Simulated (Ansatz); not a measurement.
Consider CH$_{3}$NO$_{2}$Zn (SMILES OC(O)=[N][ZnH]).

Input

```
crystal:
  periodic: [false, false, false]
  atoms:
    - {symbol: O, position_ang: [0.465228, 2.010267, 0.306273]}
    - {symbol: C, position_ang: [0.445777, 0.687533, 0.075528]}
    - {symbol: O, position_ang: [1.724143, 0.311215, -0.122234]}
    - {symbol: N, position_ang: [-0.592233, -0.006985, 0.060240]}
    - {symbol: Zn, position_ang: [-1.291493, -1.645675, -0.157424]}
    - {symbol: H, position_ang: [-0.456206, 2.256042, 0.444604]}
    - {symbol: H, position_ang: [1.709986, -0.635622, -0.287472]}
    - {symbol: H, position_ang: [-2.005201, -2.976786, -0.319506]}
basis:
  gaussian: {orbitals: def2-TZVPP}
hamiltonian: {xc: pbe0, dispersion: d4}
output: {orbitals: {seedname: orbitals}}
```

Launched as:

```sh
ansatz run in.yaml --threads 4 --pin off --events-out ev --progress --plain --max-ram 10444MiB
```

Geometry: PBE0-D4/def2-TZVP.

Level of theory: RKS PBE0-D4/def2-TZVPP in Ansatz.

**What will maps of the electron density and electron localisation function show?**

C–N (1.25 Å): ρ is about 3 e/Å³ halfway; the ELF peaks at about 0.90 between the atoms (a multiple bond).
C–O (1.34 Å): the density is about 2.5 e/Å³ at the midpoint; the ELF peaks at about 0.90 between the atoms (a polar covalent bond).
Zn–N (1.79 Å): the density is about 0.94 e/Å³ at the midpoint; the ELF peaks at about 0.85 in the valence shell of N, 0.6 Å from its nucleus, and is about 0.25 at the midpoint.
O–H (0.96 Å): ρ is about 3.9 e/Å³ halfway; the ELF climbs to about 1 towards the hydrogen, as it does in any bond to H; an ordinary covalent bond to hydrogen.

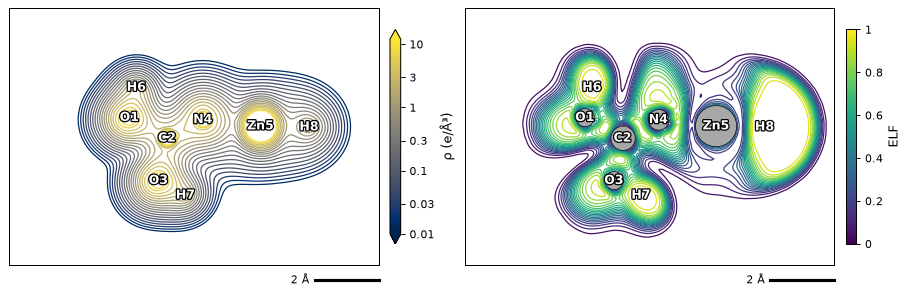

Computed electron density and electron localisation function on the molecular plane, in this order. Grey discs cover the atomic cores in the ELF map. 
